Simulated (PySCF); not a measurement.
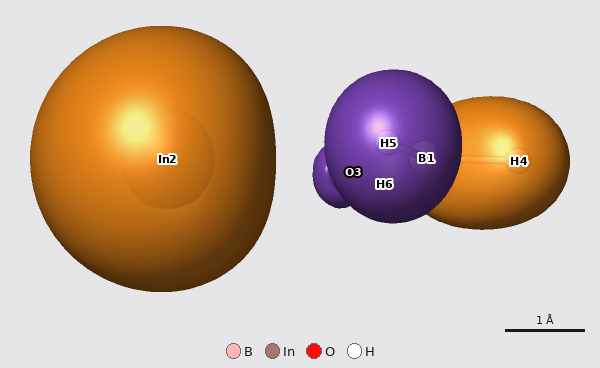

*BH₃InO (charge +1). The HOMO−1 at ±0.1 Å⁻³ᐟ² (orange and purple are the two phases), seen from one side.*

Geometry: B3LYP-D3(BJ)/def2-SVP; core potentials replace the inner electrons of In.

Level of theory: Gaussian-basis quantum chemistry of an isolated molecule with PySCF, energy and nuclear gradient, functional PBE0 in PySCF.

```tsv
atom	x (Å)	y (Å)	z (Å)
B	-1.7263	-1.0755	0.8315
In	-4.3675	-1.3722	2.7761
O	-1.8880	-1.3210	2.1732
H	-0.6351	-1.0122	0.3430
H	-2.7618	-0.9364	0.2237
H	-1.0647	-1.4357	2.6774
```

What is the character of this orbital?

Answer. It lies mainly on In2 (about 65 %), B1 (about 15 %), H5 (about 10 %) and H4 (about 5 %); it is symmetric in the molecular plane (an in-plane orbital: σ, lone-pair or in-plane π type). Its energy is −14.24 eV.
